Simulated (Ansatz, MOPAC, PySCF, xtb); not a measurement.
CH3F (SMILES CF) and CH6Si (SMILES C[SiH3]) are pulled apart as rigid monomers along the line of their centres of mass, from the B3LYP-D3(BJ)/def2-TZVP minimum. Starting geometry (charge 0, multiplicity 1):
```csv
atom,x (Å),y (Å),z (Å)
C,-0.6817,0.4925,-0.3017
F,0.3161,-0.2714,0.2995
H,-0.4888,0.5315,-1.3741
H,-1.6455,0.0230,-0.1049
H,-0.6574,1.4946,0.1264
C,1.0625,-0.9697,3.5276
Si,-0.3408,0.2698,3.4890
H,1.9275,-0.5611,4.0532
H,1.3653,-1.2261,2.5122
H,0.7583,-1.8849,4.0389
H,-0.7616,0.6256,4.8683
H,-1.5249,-0.2798,2.7843
H,0.0650,1.5218,2.8045
```

Interaction energies with rigid monomers; basis-set methods are counterpoise corrected unless marked otherwise.

Rows in 6-31G* carry no dispersion term and start afresh at each structure (6-31G* with six Cartesian d functions). The state that PM3 reach isn't checked.

Codes used: Ansatz (Gaussian basis) for Hartree–Fock, density functionals and correlated methods; MOPAC for PM3 (differences of heats of formation); PySCF for 6-31G* rows, the dispersion terms; xtb for the GFN methods. 

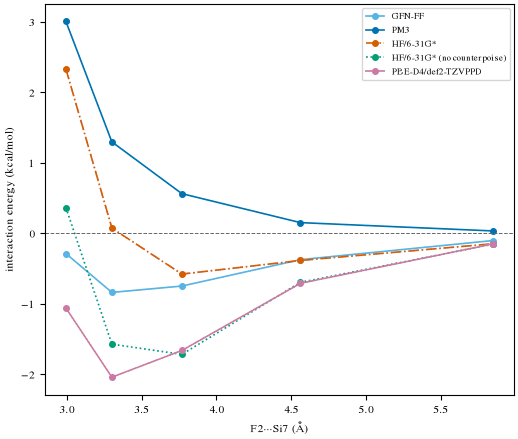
Fig. 1. Interaction energy against separation

Problem. Which level binds most strongly at F2···Si7 = 3.30, and by how much?

Solution. PBE-D4/def2-TZVPPD, -2.0 kcal/mol.

Ansatz is an electronic-structure program.
